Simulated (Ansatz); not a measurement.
# InH3 (SMILES [InH3]) at CCSDT(Q)/STO-3G

What is the electronic atomisation energy of InH3 at CCSDT(Q)/STO-3G? 

The results are computed with Ansatz 0.2.0.

29 further runs of the same task are left out: 1 that didn't finish, 28 set aside as unsound or not needed.

### 1 The system as given

The species is InH3 (4 atoms), meant as a singlet with charge 0. SMILES: `[InH3]`. The coordinates come from a PBE0-D4/def2-TZVP relaxation.

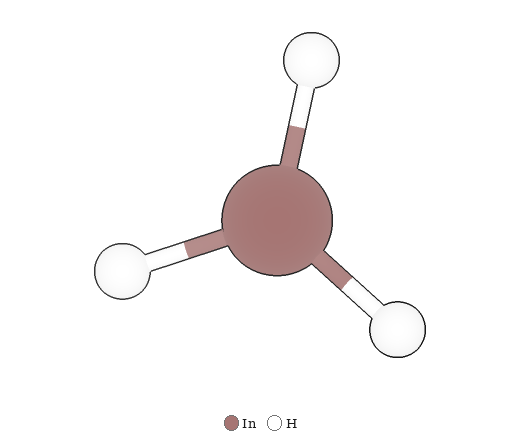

Viewed from a chosen angle; indium brown, hydrogen white.

### 2 The energy at CCSDT(Q)/STO-3G

molecule.yaml reads:

```yaml
crystal:
  periodic: [false, false, false]
  atoms:
    - {symbol: In, position_ang: [0.013900, -0.015100, -0.005100]}
    - {symbol: H, position_ang: [0.415500, 1.516000, 0.678200]}
    - {symbol: H, position_ang: [-1.095600, -0.107300, -1.321400]}
    - {symbol: H, position_ang: [0.721800, -1.454000, 0.628000]}
basis:
  gaussian:
    orbitals: STO-3G
magnetization:
  spin_polarized: false
  initial_magnetization: 0
correlation:
  method: ccsdt_q
  frozen_orbitals: {H: 0, In: 18}
accuracy: high
scf:
  omitted_lower_state_checks: [cluster_reference, increment]
```

On the command line:

```
ansatz run molecule.yaml --threads 1 --pin off --max-ram 2610MiB --events-out events.jsonl --progress --plain --runs-dir runs
```

Standard output:

```text
Warning: RAYON_NUM_THREADS=1 ignored (pool sized by the plan → 1); use --threads N
Functional definition: HF
  name "HF"
  exchange = exact_x
  correlation = 0
these checks for a lower state are left out or cut short: cluster_reference, increment
526 factors; integrals over basis functions are off by at most 3.8e-9 eV
mean field evaluation 1: about -154684.9641 eV, gradient 7.8e0 eV
mean field evaluation 2: about -154684.9507 eV, gradient 7.8e0 eV
mean field evaluation 4: about -154685.3574 eV, gradient 1.4e-1 eV
mean field evaluation 8: about -154685.3571 eV, gradient 9.2e-5 eV
mean field -154685.35710423 eV, -5684.5820240795 hartree, gradient 1.2e-8 eV, S^2 0.000000; 0 other end points of the search recorded, 0 dependent functions left out
18 core orbitals not correlated: weight in the atoms' cores, before any rotation towards them, 1.000 or more for the frozen orbitals, at most 0.000 for the correlated occupied ones
reference -154685.35710423 eV, -5684.5820240795 hartree; 8, 8 occupied and 4, 4 virtual orbitals, 526 factors
second order -0.92557441 eV of doubles, -0.00000000 eV of singles
cycle   1  -1.22439587 eV  change   -3.0e-1 eV  update   5.1e-2
cycle   2  -1.41463421 eV  change   -1.9e-1 eV  update   2.1e-2
cycle   3  -1.41819933 eV  change   -3.6e-3 eV  update   3.4e-3
cycle   4  -1.42027576 eV  change   -2.1e-3 eV  update   1.4e-3
cycle   5  -1.42054456 eV  change   -2.7e-4 eV  update   3.4e-4
cycle   6  -1.42036327 eV  change    1.8e-4 eV  update   1.0e-4
cycle   7  -1.42034980 eV  change    1.3e-5 eV  update   2.7e-5
cycle   8  -1.42036682 eV  change   -1.7e-5 eV  update   6.3e-6
cycle   9  -1.42036500 eV  change    1.8e-6 eV  update   1.5e-6
cycle  10  -1.42036530 eV  change   -3.1e-7 eV  update   4.7e-7
cycle  11  -1.42036505 eV  change    2.5e-7 eV  update   1.5e-7
cycle  12  -1.42036509 eV  change   -4.5e-8 eV  update   4.3e-8
cycle  13  -1.42036510 eV  change   -8.6e-9 eV  update   1.5e-8
cycle  14  -1.42036460 eV  change    5.0e-7 eV  update   1.0e-7
cycle  15  -1.42036436 eV  change    2.4e-7 eV  update   3.8e-8
cycle  16  -1.42036433 eV  change    2.5e-8 eV  update   9.5e-9
cycle  17  -1.42036433 eV  change   -3.6e-9 eV  update   3.6e-9
cycle  18  -1.42036434 eV  change   -1.3e-9 eV  update  8.4e-10
perturbative correction -0.00067914 eV, -0.0000249579 hartree
Total energy: -154686.77814770 eV, -5684.6342464639 hartree
Checks for a lower state left out: cluster_reference, increment
```

Wall time 0.61 s (1 thread of Arm Neoverse V1, shared host).

### 3 The H atom: the energy at UHF/STO-3G

in.yaml reads:

```yaml
crystal:
  periodic: [false, false, false]
  atoms:
    - {symbol: H, position_ang: [0.000000, 0.000000, 0.000000]}
basis:
  gaussian:
    orbitals: STO-3G
total_charge: 0
magnetization:
  spin_polarized: true
  initial_magnetization: 1
hamiltonian:
  xc: hf
accuracy: high
```

Run the same way, it converges to -0.46658 Eh (log not shown).

### 4 The In atom at the same level

in.yaml reads:

```yaml
crystal:
  periodic: [false, false, false]
  atoms:
    - {symbol: In, position_ang: [0.000000, 0.000000, 0.000000]}
basis:
  gaussian:
    orbitals: STO-3G
correlation:
  method: ccsdt_q
  frozen_orbitals: {In: 18}
accuracy: high
magnetization:
  spin_polarized: true
  initial_magnetization: 1
scf:
  omitted_lower_state_checks: [cluster_reference, increment]
```

Run the same way, it converges to -5682.80392 Eh (log not shown).

### 5 Outcome

Level: CCSDT(Q)/STO-3G, 18 core orbitals frozen.

| quantity | value |
| --- | --- |
| molecule: total energy | -5684.63425 Eh |
| molecule: correlation energy (18 core orbitals frozen) | -52.2 mEh |
| molecule: T1 diagnostic | 0.005 |
| H atom: total energy | -0.46658 Eh |
| H atom: ⟨S²⟩ | 0.750 |
| In atom: total energy | -5682.80392 Eh |
| In atom: correlation energy (18 core orbitals frozen) | -26.5 mEh |
| In atom: ⟨S²⟩ of the reference determinant | 0.750 |
| In atom: T1 diagnostic | 0.000 |
| electronic atomisation energy | 11.717 eV |

Taking the molecule apart into free atoms costs 11.72 eV (270 kcal/mol), before zero-point energy and without spin-orbit coupling. In a minimal basis such a difference can be off by several eV, whatever the method. Relativity is left out (molecule) although the molecule holds a heavy atom. Relativity is left out (In atom) although the molecule holds a heavy atom.
